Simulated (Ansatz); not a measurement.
One stationary structure of ZnSe. These are PBEsol (plane waves to 420 eV, PAW, scalar-relativistic; Ansatz, an electronic-structure program) values and carry that method's errors.

F-43m (No. 216), cF8, zinc blende type; a = 5.634 Å, b = 5.634 Å, c = 5.634 Å, α = 90.00°, β = 90.00°, γ = 90.00°.

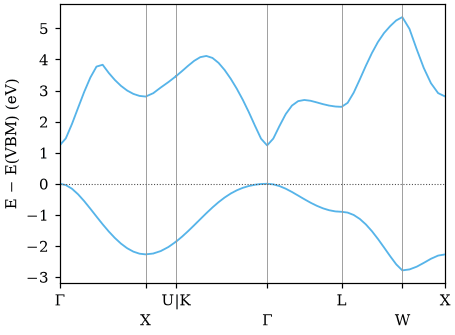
*Highest filled and lowest empty band along the path of this cell's Brillouin zone*

### Question
Read off the gap and say whether it is direct.

### Answer
1.23 eV, direct at Γ (no spin-orbit coupling).

### Question
How far does the top valence band disperse along this path?

### Answer
About 2.8 eV.

No spin polarisation in the result.

Measured for ZnSe: a 5.6676 Å (room temperature; as listed in Martin Albrecht, Beate Paulus, Hermann Stoll, Phys. Rev. B (1997)); gap 2.87 eV (static lattice; corrected from measurement; as listed in Wei Chen et al., Physical Review Materials (2018)). Computed minus measured — a: PBEsol -0.6 %; gap: PBEsol -1.64 eV. The computed values are for a static lattice, and a measured gap can be an optical one, lowered by exciton binding.

The run could not lose the symmetry of its start; a randomly shaken copy of 2 atoms returns to this structure.

All atoms sit on sites fixed by symmetry, so only the cell could relax.
